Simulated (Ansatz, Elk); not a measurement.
# Bonding as seen by X-rays: Mo4H3

The structure of Mo4H3 used here is made up (a known structure type with other elements) and was relaxed beforehand with PBEsol. The aim is the Fourier transform of its all-electron density, F(hkl), set beside the sum over free spherical atoms that refinements use.

Main program and level: Elk 11.2.3 (patched build); DFT, PBE, all-electron APW+lo, Dirac cores, scalar-relativistic bands, static density, no spin.

The structure was built from a prototype and need not be the compound's stable phase.

### Step 1. The starting structure

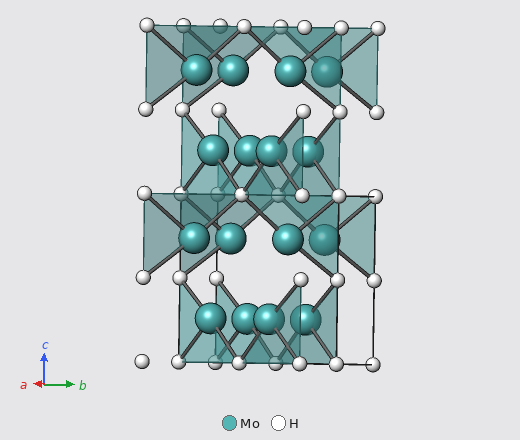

The cell as given, slightly off an axis (molybdenum teal, hydrogen white). 2×1×2 cells are drawn. Bonds to atoms that aren't drawn are left out. Some periodic images of atoms are drawn too.

### Step 2. Ground state and structure factors

An all-electron density is needed, since X-rays see the cores too. Task 0 finds the density and task 195 Fourier-transforms it; tshift is off so that phases refer to the origin typed.

elk.in reads:

```
tasks
  0
  195

xctype
  20

spinpol
  .false.

rgkmax
  7.0

gmaxvr
  14.0

lmaxo
  7

lmaxapw
  8

swidth
  0.002

tshift
  .false.

ramdisk
  .false.

hmaxvr
  5.5

maxscl
  120

epspot
  1e-06

sppath
  './'

avec
  7.73746244517 0.00000000000 0.00000000000
  0.00000000000 7.73746244517 -0.00000000000
  0.00000000000 -0.00000000000 8.03759603282

atoms
  2
  'Mo.in'
  4
  0.2583797916 0.7416202084 0.7382529245   0.000000 0.000000 0.000000
  0.7416202084 0.2583797916 0.7382529245   0.000000 0.000000 0.000000
  0.7416202084 0.7416202084 0.2617470755   0.000000 0.000000 0.000000
  0.2583797916 0.2583797916 0.2617470755   0.000000 0.000000 0.000000
  'H.in'
  3
  0.5000000000 0.5000000000 0.0000000000   0.000000 0.000000 0.000000
  -0.0000000000 -0.0000000000 0.5000000000   0.000000 0.000000 0.000000
  -0.0000000000 -0.0000000000 0.0000000000   0.000000 0.000000 0.000000

ngridk
  6 6 5
```

Command:

```sh
$ OMP_NUM_THREADS=4 elk
```

Numbers of over 12 decimals in the logs are rounded to 6 here.

The log of the run:

```text
┌─────────────────────────┐
│ Elk code version 11.2.3 │
└─────────────────────────┘

All units are atomic (Hartree, Bohr, etc.)

┌─────────────────────────────────────────────────┐
│ Ground-state run starting from atomic densities │
└─────────────────────────────────────────────────┘

Lattice vectors :
   7.737462445       0.000000000       0.000000000
   0.000000000       7.737462445      -0.000000000
   0.000000000      -0.000000000       8.037596033

Reciprocal lattice vectors :
  0.8120472767      -0.000000000      -0.000000000
  -0.000000000      0.8120472767       0.000000000
  -0.000000000       0.000000000      0.7817244462

Unit cell volume      :    481.1974122
Brillouin zone volume :   0.5154853437

Muffin-tin inner radius fraction :   0.1000000000E-01

Nuclei treated as point charges

Species : 1 (Mo)
 parameters loaded from : Mo.in
 name : molybdenum
 nuclear charge    :   -42.00000000
 electronic charge :    42.00000000
 atomic mass :    174887.9214
 muffin-tin radius :    2.163722132
 number of radial points in muffin-tin :   1193
 inner part over the whole radius :   0.9900385230E-02
 number on inner part of muffin-tin    :    844
 approximate nuclear radius :   0.8334154960E-04
 number of mesh points to nuclear radius :    424
 atomic positions (lattice), magnetic fields (Cartesian) :
  1 :   0.25837979  0.74162021  0.73825292    0.00000000  0.00000000  0.00000000
  2 :   0.74162021  0.25837979  0.73825292    0.00000000  0.00000000  0.00000000
  3 :   0.74162021  0.74162021  0.26174708    0.00000000  0.00000000  0.00000000
  4 :   0.25837979  0.25837979  0.26174708    0.00000000  0.00000000  0.00000000

Species : 2 (H)
 parameters loaded from : H.in
 name : hydrogen
 nuclear charge    :   -1.000000000
 electronic charge :    1.000000000
 atomic mass :    1837.362221
 muffin-tin radius :    1.165081148
 number of radial points in muffin-tin :    393
 inner part over the whole radius :   0.9995045946E-02
 number on inner part of muffin-tin    :    257
 approximate nuclear radius :   0.2766748019E-04
 number of mesh points to nuclear radius :     79
 atomic positions (lattice), magnetic fields (Cartesian) :
  1 :   0.50000000  0.50000000  0.00000000    0.00000000  0.00000000  0.00000000
  2 :   0.00000000  0.00000000  0.50000000    0.00000000  0.00000000  0.00000000
  3 :   0.00000000  0.00000000  0.00000000    0.00000000  0.00000000  0.00000000

Total number of atoms per unit cell :    7
Total muffin-tin volume :    189.6015161
 ratio of muffin-tin to unit cell volume :   0.3940202322

Spin treatment :
 spin-unpolarised

Number of Bravais lattice symmetries :   16
Number of crystal symmetries         :    8
Crystal has no inversion symmetry
Complex Hermitian eigensolver will be used

k-point grid :      6     6     5
k-point offset :    0.000000000       0.000000000       0.000000000
k-point set is reduced with full crystal symmetry group
Total number of k-points :       36

Muffin-tin radius times maximum |G+k| :    7.000000000
 using average radius
Maximum |G+k| for APW functions       :    4.032878005
Maximum (1/2)|G+k|²                   :    8.132052502
Maximum |G| for potential and density :    14.00000000
Constant for pseudocharge density :    8
 order of it for each species :   15  13
 order of it for pair densities of each species (exact exchange by exxq0 0: 16) :   15   4
Radial integration step length :    1

G-vector grid sizes :     35    35    36
Number of G-vectors :    22303

Maximum angular momentum used for
 APW functions            :    8
 outer part of muffin-tin :    7
 inner part of muffin-tin :    2

Total nuclear charge    :   -171.0000000
Total core charge       :    112.0000000
Total valence charge    :    59.00000000
Total excess charge     :    0.000000000
Total electronic charge :    171.0000000

Effective Wigner radius, rₛ :   0.8758159588

Number of empty states         :     28
Total number of valence states :     58
Total number of core states    :    112

[...]
Estimated indirect band gap :   0.4411528278E-03
 from k-point 26 to k-point 21
Estimated direct band gap   :   0.8102901492E-02
 at k-point 4

Charges :
 core                        :    112.0000000
 valence                     :    59.00000000
 interstitial                :    13.30394195
 muffin-tins (core leakage)
  species : 1 (Mo)
   atom 1                    :    38.78415202     (  0.1048630762E-04)
   atom 2                    :    38.78415202     (  0.1048630762E-04)
[...]
species : 2 (H)
   atom 1                    :   0.8860639539     (   0.000000000    )
   atom 2                    :   0.8656270109     (   0.000000000    )
   atom 3                    :   0.8077589958     (   0.000000000    )
 total in muffin-tins        :    157.6960581
 total calculated charge     :    170.9993515
 total charge                :    171.0000000
 error                       :   0.6484518232E-03

RMS change in Kohn-Sham potential (target) :    45.83640288     (  0.1000000000E-05)
Absolute change in total energy (target)   :   0.2574649063     (  0.1000000000E-03)

[... loops 3 to 19 left out ...]

┌──────────────────┐
│ Loop number : 20 │
└──────────────────┘

Energies :
 Fermi                       :     0.504121
 sum of occupied eigenvalues :     -9606.2348668079
 electron kinetic            :      16795.571059392
 core electron kinetic       :      16408.496790852
 Coulomb                     :     -32498.812767694
 Coulomb potential           :     -25754.179990016
 nuclear-nuclear             :     -2074.7940976897
 electron-nuclear            :     -35137.770255291
 Hartree                     :      4713.7515852866
 Madelung                    :     -19621.722772686
 xc potential                :     -647.62593618411
 exchange                    :     -487.88526234893
 correlation                 :     -8.928712
 electron entropic           :    -0.14909840869436E-02
 total energy                :     -16200.057173626

Density of states at Fermi energy :    112.4337781
 (states/Hartree/unit cell)

Estimated indirect band gap :   0.8980087230E-03
 from k-point 10 to k-point 4
Estimated direct band gap   :   0.6114812428E-02
 at k-point 21

Charges :
 core                        :    112.0000000
 valence                     :    59.00000000
 interstitial                :    12.25814166
 muffin-tins (core leakage)
  species : 1 (Mo)
[...]
species : 2 (H)
[...]
total in muffin-tins        :    158.7418583
 total calculated charge     :    170.9993973
 total charge                :    171.0000000
 error                       :   0.6026815358E-03

RMS change in Kohn-Sham potential (target) :   0.8716219127E-06 (  0.1000000000E-05)
Absolute change in total energy (target)   :   0.3809544069E-05 (  0.1000000000E-03)

Convergence targets achieved

┌──────────────────┐
│ Loop number : 21 │
└──────────────────┘

Energies :
 Fermi                       :     0.504121
 sum of occupied eigenvalues :     -9606.2348665822
 electron kinetic            :      16795.571059474
 core electron kinetic       :      16408.496790869
 Coulomb                     :     -32498.812767554
 Coulomb potential           :     -25754.179989925
 nuclear-nuclear             :     -2074.7940976897
 electron-nuclear            :     -35137.770255101
 Hartree                     :      4713.7515852368
 Madelung                    :     -19621.722772592
 xc potential                :     -647.62593613160
 exchange                    :     -487.88526234553
 correlation                 :     -8.928712
 electron entropic           :    -0.14909840896682E-02
 total energy                :     -16200.057173401

Density of states at Fermi energy :    112.4337784
 (states/Hartree/unit cell)

Estimated indirect band gap :   0.8980087651E-03
 from k-point 10 to k-point 4
Estimated direct band gap   :   0.6114812427E-02
 at k-point 21

Charges :
 core                        :    112.0000000
 valence                     :    59.00000000
 interstitial                :    12.25814166
 muffin-tins (core leakage)
  species : 1 (Mo)
[...]
atom 2                    :    39.13141513     (  0.9877104596E-05)
   atom 3                    :    39.13141513     (  0.9877104596E-05)
   atom 4                    :    39.13141513     (  0.9877104596E-05)
  species : 2 (H)
   atom 1                    :   0.7628425006     (   0.000000000    )
   atom 2                    :   0.7491640666     (   0.000000000    )
   atom 3                    :   0.7041912634     (   0.000000000    )
 total in muffin-tins        :    158.7418583
 total calculated charge     :    170.9993973
 total charge                :    171.0000000
 error                       :   0.6026815475E-03

┌──────────────────────────────┐
│ Self-consistent loop stopped │
└──────────────────────────────┘

Wrote STATE.OUT
```

Elapsed: 1.9 min, on 4 threads of Arm Neoverse V1, shared host; peak memory 0.24 GiB.

SFACRHO.OUT:

```text

h k l indices transformed by vhmat matrix:
   1.000000000       0.000000000       0.000000000    
   0.000000000       1.000000000       0.000000000    
   0.000000000       0.000000000       1.000000000    

      h      k      l  multipl.   |H|            Re(F)            Im(F)           |F|

      0      0      0      1   0.0000000       171.00000     -0.61854247E-16   171.00000    
      0      0      1      2  0.78172445      -10.402199      0.67470841E-14   10.402199    
      1      0      0      4  0.81204728      -7.1663067      0.67143319E-14   7.1663067    
      1      0      1      8   1.1271707     -0.60267456E-01 -0.29145022E-13  0.60267456E-01
     -1     -1      0      4   1.1484083       2.2182533     -0.77929492E-15   2.2182533    
      1     -1     -1      4   1.3892209      0.49173057      -129.13485       129.13579    
      1     -1      1      4   1.3892209      0.49173057       129.13485       129.13579    
      0      0     -2      2   1.5634489      -121.72734     -0.16022141E-14   121.72734    
      2      0      0      4   1.6240946      -120.72614      0.13686064E-12   120.72614    
     -1      0      2      8   1.7617586       6.5931500     -0.34483115E-14   6.5931500    
      0      2     -1      8   1.8024362       9.0176341     -0.33720029E-14   9.0176341    
      2      1      0      8   1.8157929       6.5098912     -0.13252615E-13   6.5098912    
     -1      1      2      4   1.9399005      0.70210756      -16.770069       16.784760    
      1     -1     -2      4   1.9399005      0.70210756       16.770069       16.784760    
      2      1      1      8   1.9769160     -0.77647696       11.865507       11.890886    
      1      2     -1      8   1.9769160     -0.77647696      -11.865507       11.890886    
      0     -2     -2      8   2.2543415       106.51868      0.98603721E-13   106.51868    
      2      2      0      4   2.2968165       106.17248     -0.24048085E-12   106.17248
```

Elk indexes on the primitive cell of elk.in and gives |H| = 4π sin θ/λ in inverse bohr. Below, one row stands for each form hkl of the conventional cell (m members, Friedel mates merged), F is for one primitive cell and the density is static (no thermal factor). Free-atom factors are Waasmaier and Kirfel's, and R is Σm||F|−|F'||/Σm|F|.

```
hkl   m  sin θ/λ (Å⁻¹)  abs F, DFT  neutral atoms   diff.  abs of complex diff.
001   2          0.118      10.402         10.370  +0.032                 0.032
100   4          0.122       7.166          7.147  +0.019                 0.019
101   8          0.170       0.060          0.036  +0.025                 0.025
110   4          0.173       2.218          2.080  +0.138                 0.138
111   8          0.209     129.136        130.167  -1.031                 1.033
002   2          0.235     121.727        123.122  -1.395                 1.395
200   4          0.244     120.726        122.097  -1.371                 1.371
102   8          0.265       6.593          6.561  +0.032                 0.032
201   8          0.271       9.018          9.018  -0.001                 0.001
210   8          0.273       6.510          6.500  +0.010                 0.010
112   8          0.292      16.785         16.889  -0.105                 0.248
211  16          0.297      11.891         11.967  -0.076                 0.114
202   8          0.339     106.519        106.026  +0.493                 0.493
220   4          0.345     106.172        105.585  +0.587                 0.587
```

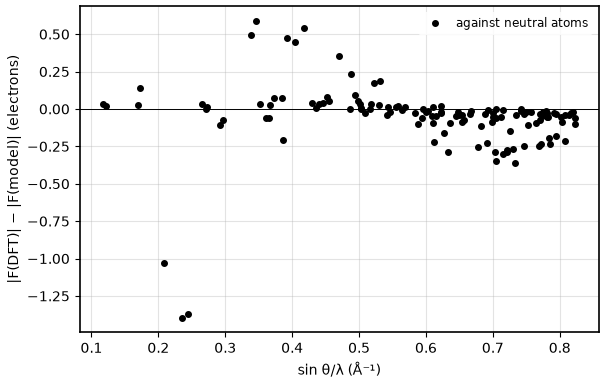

Difference between the calculated structure factors and the independent-atom ones.

### Step 3. The highest occupied states alone

An energy window below the Fermi level keeps the highest occupied states, to see at which angles they scatter; shallow core shells can lie inside it and anion s states outside. No new self-consistency is needed.

elk.in: that of step 2 with these lines changed.

```diff
@@ -1,3 +1,2 @@
 tasks
-  0
   195
@@ -40,2 +39,5 @@
 
+wsfac
+  0.136630 0.804120
+
 sppath
```

Command:

```sh
$ OMP_NUM_THREADS=4 elk
```

The log of the run:

```text
┌─────────────────────────────────┐
│ Elk code version 11.2.3 started │
└─────────────────────────────────┘

Info(readinput): the functional depends on the density's gradient
 muffin-tin radial points multiplied by    2.00000
 (not where nrmtscf is given)

┌────────────────────┐
│ Current task : 195 │
└────────────────────┘
Info(checkmt): changed muffin-tin radius of species 1 (Mo) from   2.6000 to   2.1637
Info(checkmt): changed muffin-tin radius of species 2 (H) from   1.4000 to   1.1651

Info(sfacrho): density structure factors written to SFACRHO.OUT

 Energy window :   0.1366300000      0.8041200000

┌──────────────────┐
│ Elk code stopped │
└──────────────────┘
```

Run time: 8.6 s. Hardware: 4 threads; peak memory 0.16 GiB; 11 s of CPU time.

States within 10 eV below the Fermi level hold 26.94 electrons; any levels below the window count with the cores. Their amplitudes can exceed the total, where window and core parts have opposite phase:

```
hkl  sin θ/λ (Å⁻¹)  abs F, window  abs F, all
001          0.118          0.309      10.402
100          0.122          0.003       7.166
101          0.170          0.520       0.060
110          0.173          1.774       2.218
111          0.209          4.285     129.136
002          0.235          1.357     121.727
200          0.244          1.054     120.726
102          0.265          0.487       6.593
201          0.271          0.482       9.018
210          0.273          0.437       6.510
```

### Step 4. Another functional

The difference from free atoms is small, so it is set against the change that LDA (Perdew-Wang) makes.

elk.in: that of step 3 with these lines changed.

```diff
@@ -1,2 +1,3 @@
 tasks
+  0
   195
@@ -4,3 +5,3 @@
 xctype
-  20
+  3
 
@@ -39,5 +40,2 @@
 
-wsfac
-  0.136630 0.804120
-
 sppath
```

Command:

```sh
$ OMP_NUM_THREADS=4 elk
```

The log of the run:

```text
┌─────────────────────────┐
│ Elk code version 11.2.3 │
└─────────────────────────┘

All units are atomic (Hartree, Bohr, etc.)

┌─────────────────────────────────────────────────┐
│ Ground-state run starting from atomic densities │
└─────────────────────────────────────────────────┘

Lattice vectors :
   7.737462445       0.000000000       0.000000000
   0.000000000       7.737462445      -0.000000000
   0.000000000      -0.000000000       8.037596033

Reciprocal lattice vectors :
  0.8120472767      -0.000000000      -0.000000000
[...]
atom 3                    :    39.13826547     (  0.5238703832E-05)
   atom 4                    :    39.13826547     (  0.5238703832E-05)
  species : 2 (H)
[...]
atom 2                    :   0.7365288865     (   0.000000000    )
   atom 3                    :   0.6907883420     (   0.000000000    )
 total in muffin-tins        :    158.7310463
 total calculated charge     :    170.9994218
 total charge                :    171.0000000
 error                       :   0.5781760685E-03

┌──────────────────────────────┐
│ Self-consistent loop stopped │
└──────────────────────────────┘

Wrote STATE.OUT
[key lines of the parts left out:]
total energy                :     -16183.421726123
```

It took 73 s on 4 threads; peak memory 0.16 GiB.

Against the first run R = 0.04 %; the largest change is -0.054 at 202.

### Step 5. Basis size

A smaller basis shows how fast F responds to it; the change is likely larger than the basis error of the first run, but doesn't show convergence.

elk.in: that of step 4 with these lines changed.

```diff
@@ -5,3 +5,3 @@
 xctype
-  3
+  20
 
@@ -11,3 +11,3 @@
 rgkmax
-  7.0
+  5.5
```

Command:

```sh
$ OMP_NUM_THREADS=4 elk
```

The log of the run:

```text
┌─────────────────────────┐
│ Elk code version 11.2.3 │
└─────────────────────────┘

All units are atomic (Hartree, Bohr, etc.)

┌─────────────────────────────────────────────────┐
│ Ground-state run starting from atomic densities │
└─────────────────────────────────────────────────┘

Lattice vectors :
   7.737462445       0.000000000       0.000000000
   0.000000000       7.737462445      -0.000000000
   0.000000000      -0.000000000       8.037596033

Reciprocal lattice vectors :
  0.8120472767      -0.000000000      -0.000000000
[...]
atom 3                    :    39.10589395     (  0.9854938629E-05)
   atom 4                    :    39.10589395     (  0.9854938629E-05)
  species : 2 (H)
[...]
atom 2                    :   0.7429191290     (   0.000000000    )
   atom 3                    :   0.6979963341     (   0.000000000    )
 total in muffin-tins        :    158.6211442
 total calculated charge     :    170.9996537
 total charge                :    171.0000000
 error                       :   0.3462993686E-03

┌──────────────────────────────┐
│ Self-consistent loop stopped │
└──────────────────────────────┘

Wrote STATE.OUT
[key lines of the parts left out:]
total energy                :     -16199.999763096
```

Run time: 63 s. Hardware: 4 threads; peak memory 0.2 GiB; 3.6 min of CPU time.

Against the first run R = 0.02 %; the largest change is +0.044 at 400.

### Step 6. Settings against the effect

```csv
run,R against the first run (%),"R against neutral atoms, low angle (%)",wall time
"PBE, rgkmax 7",0.00,0.85,1.9 min
LDA (Perdew-Wang),0.04,0.84,73 s
rgkmax 5.5,0.02,0.87,63 s
```

### Step 7. What came out

| Item | Value |
| --- | --- |
| R against neutral atoms, sin θ/λ < 0.3 Å⁻¹ | 0.85 % |
| R against neutral atoms, 0.3 to 0.82 Å⁻¹ | 0.34 % |

In words: Independent neutral atoms miss the calculated amplitudes by R = 0.85 % below 0.3 Å⁻¹ and 0.34 % from there to 0.82 Å⁻¹; by shells, 0.29 % below 0.15 Å⁻¹ (2 forms), 0.87 % 0.15 to 0.3 (10 forms), 0.53 % 0.3 to 0.45 (16 forms), 0.31 % above 0.45 (101 forms). Bonding, aspherical density and the tables' own atoms all enter these figures, and the runs don't part them. The largest change of an amplitude is -1.39 electrons, at 002. R counts amplitudes alone; phases shift too. Weak lines can change much in proportion: 310 goes from 0.40 to 0.20. The window's part falls from 26.9 electrons at the origin to at most 0.43 between 0.45 and 0.82 Å⁻¹. Below 0.3 Å⁻¹ the changes that finished (LDA (Perdew-Wang) and rgkmax 5.5) move F by R = 0.03 % at most, against the 0.85 % that separates it from free atoms. The k-mesh has no finished test. These runs have no spin, though d or f shells may be open. Part of the difference isn't bonding: the tables are fits to free atoms and ions calculated by other methods than this functional. Thermal motion, anomalous dispersion and extinction are left out.

[Logs are printed without paths, hosts, clocks, repeated set-up lines and the standing remarks that a program may print on its own settings, such as how far it seeks lower states.]

[Hosts, paths, dates, database ids (printed as entryN), source tags and the programs' standing remarks are cut or masked in the printed files.]
